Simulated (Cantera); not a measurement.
A closed system holds: 1 mol Si2Cl6, 12 mol NH3, at 1.30 mbar.

Method: chemical equilibrium by Gibbs-energy minimisation in Cantera with the NASA 1993 tables (ideal gas, pure condensed phases). Candidate condensed phases: NH4Cl, Si, Si3N4; 28 gas species. The feed counts by its element totals alone. The tables' values for SiCl, SiCl3, SiN are old estimates; treat these amounts as uncertain. Gases not in the tables: Si2H6 and higher silanes. Equilibrium is a limit: real reactors are often held back by kinetics, nucleation or transport.

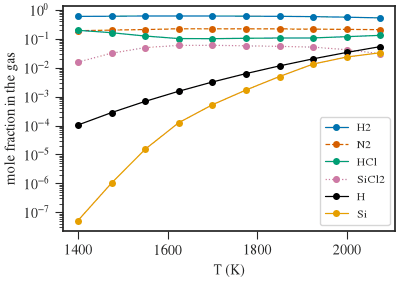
Figure. Equilibrium gas composition (values under 1e-9 drawn at 1e-9)

From 1400 K to 1550 K the condensed part is Si3N4(s). At 1625 K the condensed part is Si(s). From 1700 K to 1925 K the condensed part is Si(l). From 2000 K to 2075 K nothing is condensed. The main Si-bearing gas is SiCl2 at 1400 K and Si at 2075 K.
